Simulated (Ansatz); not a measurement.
Consider FH2PSi (SMILES F[SiH]=P).

Input file:

```
crystal:
  periodic: [false, false, false]
  atoms:
    - {symbol: F, position_ang: [0.417769, -0.064521, -0.991304]}
    - {symbol: P, position_ang: [0.268378, 0.714403, 2.247327]}
    - {symbol: Si, position_ang: [-0.393749, 0.593556, 0.273635]}
    - {symbol: H, position_ang: [1.491920, 0.052943, 1.851477]}
    - {symbol: H, position_ang: [-1.696070, 1.087359, -0.265765]}
basis:
  gaussian:
    orbitals: def2-TZVPD
total_charge: 0
hamiltonian:
  xc: pbe0
output: {forces: true, orbitals: {seedname: orbitals}}
```

Run with:

```sh
ansatz run input.yaml --threads 1 --pin off --max-ram 2610MiB --events-out events.jsonl --progress --plain --runs-dir runs
```

Geometry: BLYP-D3(BJ)/def2-SVP.

Method: isolated molecule in a Gaussian basis; Kohn-Sham density functional theory, functional PBE0 in Ansatz 0.2.0.

Predict the electron density and electron localisation function between the atoms.

Si–F (1.64 Å): ρ is about 1.1 e/Å³ halfway; the ELF peaks at about 0.85 in the valence shell of F, 0.6 Å from its nucleus, and is about 0.55 at the midpoint.
Si–P (2.09 Å): the density is about 0.84 e/Å³ at the midpoint; the ELF peaks at about 0.90 between the atoms (localised, covalent bonding).
P–H (1.45 Å): ρ is about 1 e/Å³ halfway; the ELF climbs to about 1 towards the hydrogen, as it does in any bond to H.
Si–H (1.49 Å): ρ at the midpoint is about 0.84 e/Å³; the ELF climbs to about 1 towards the hydrogen.

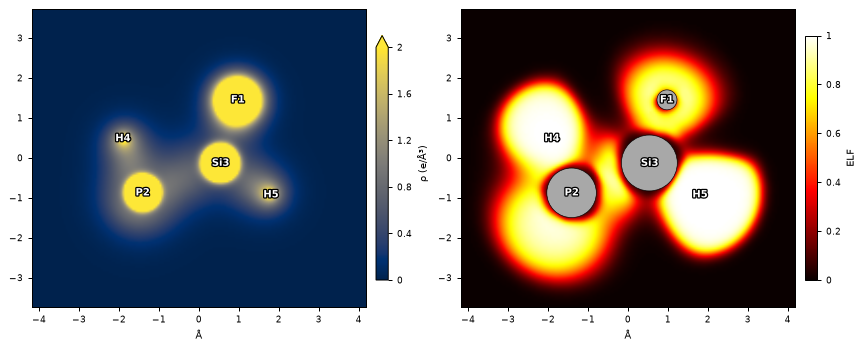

Computed electron density and electron localisation function on the molecular plane, in this order. Grey discs cover the atomic cores in the ELF map. 
